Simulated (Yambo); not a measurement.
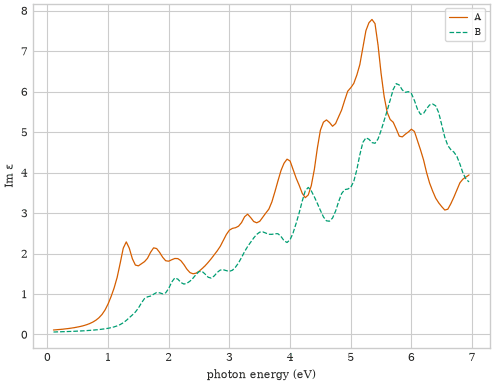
Figure: Two computed absorption spectra of Ba2NF (space group R-3m, No. 166) under isotropic strain of -3 % on all lattice vectors (Yambo, PBEsol bands with the same scissor, field along x)

Axes are Cartesian, with cell vectors (Å) (1.91, 1.10, 6.40), (-1.91, 1.10, 6.40), (0.00, -2.21, 6.40).

Q: Which curve includes the electron-hole attraction (BSE)?

A: Curve A: the attraction moves weight to lower energy (centre of the plotted range 4.5 eV against 4.9 eV). Settings: 6×6×6 mesh, 3 valence and 9 conduction bands, static screening with 50 bands and a 4 Ry block, scissor 0.73 eV, Tamm-Dancoff. The scissor comes from a G0W0 run whose convergence isn't established. Broadening 0.15 eV. The band window holds all transitions up to 7.0 eV. On this mesh the peak heights and the fine structure are mesh artefacts; only the shift of weight is robust.

Geometry strained from the cell relaxed with PBEsol, atoms relaxed again; primitive cell a = b = c = 6.7730 Å, α = β = γ = 32.81°.

The structure is a Materials Project entry; no match was found in the copy of COD used, and its stability was not checked.
